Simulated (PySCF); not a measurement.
H10Si4, SMILES [SiH2]([SiH3])[SiH2][SiH3] at its GFN2-xTB optimised geometry (Å):

```
14

Si     2.9936     0.1345     1.8375
Si     2.0085    -0.8673     0.0000
Si    -0.3174    -0.8673     0.0000
Si    -1.2965     1.2290     0.0000
H      3.1292    -0.7851     2.9695
H      4.3315     0.6729     1.5852
H      2.1790     1.2584     2.3120
H      2.5386    -2.2308    -0.1661
H      2.4658    -0.1895    -1.2265
H     -0.7854    -1.6241     1.1750
H     -0.8414    -1.6588    -1.1257
H     -2.5386     1.3188    -0.7701
H     -0.3877     2.2308    -0.5672
H     -1.6200     1.6856     1.3536
```

Level of theory: PBE/def2-TZVP run with PySCF. Cells within 0.4 Å of a nucleus heavier than hydrogen are left out (blank, or x).

Map of the HOMO−1 amplitude (bohr^(-3/2)) on the plane z = 0.0 Å; orbital energy -7.40 eV, overall sign arbitrary:

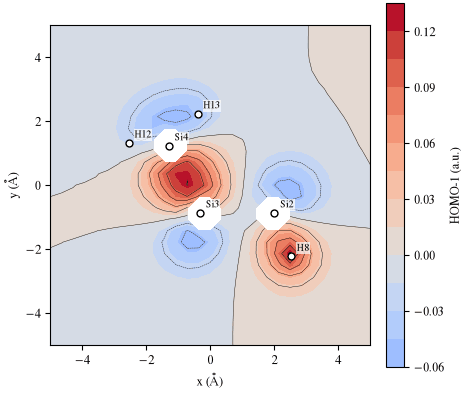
*HOMO−1 amplitude (bohr^(-3/2)) on the plane z = 0.0 Å.*
